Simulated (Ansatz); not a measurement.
# Fields on a plane of Ca (fcc, Cu type)

```xyz
1
Lattice="0.0000 2.7633 2.7633 2.7633 0.0000 2.7633 2.7633 2.7633 0.0000" Properties=species:S:1:pos:R:3 pbc="T T T"
Ca     0.0000     0.0000     0.0000
```

The slice is a {100} plane (indices of the conventional cell) through the point (0.000, 0.000, 0.000) (fractional), spanned by u = [100] and v = [0 1 -1] in vectors of this cell: u (3.91 Å) and v (3.91 Å, at 90° to u). It covers one period; positions are fractions (u, v).

Atoms on it: Ca at (0.00, 0.00).

All values below come from PBE (plane waves to 420 eV, PAW, scalar-relativistic; Ansatz, a first-principles code). k mesh 15×15×15. These are valence fields of a PAW run, semicore shells included where kept as valence: close to a nucleus they are smooth pseudo fields. Ca was relaxed with its symmetry unable to fall.

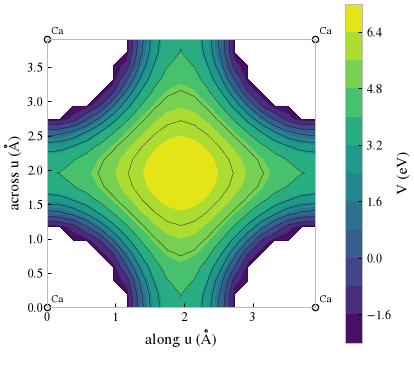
Electrostatic potential energy of an electron, from the cell's mean, in eV, one period of the plane, atoms marked. Points within 1 Å of a nucleus are left white, as the pseudised field means little there. Values under -2 eV are set to -2. The zero, the cell's mean, hangs on the PAW cores.

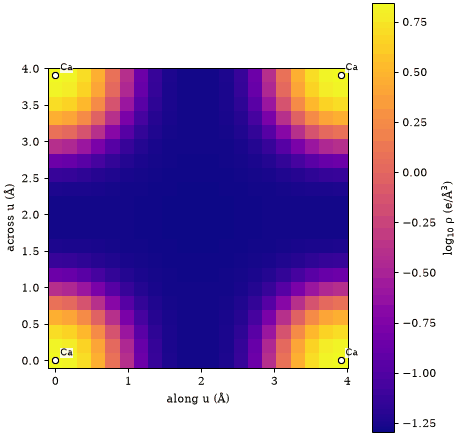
Figure. Log₁₀ of the valence density in e/Å³, one period of the plane, atoms marked. The scale is logarithmic, as a density can span decades between atoms and voids.

The density on the Ca–Ca line (3.91 Å) at its midpoint comes out as 0.05 e/Å³ and the ELF at that point is 0.35.
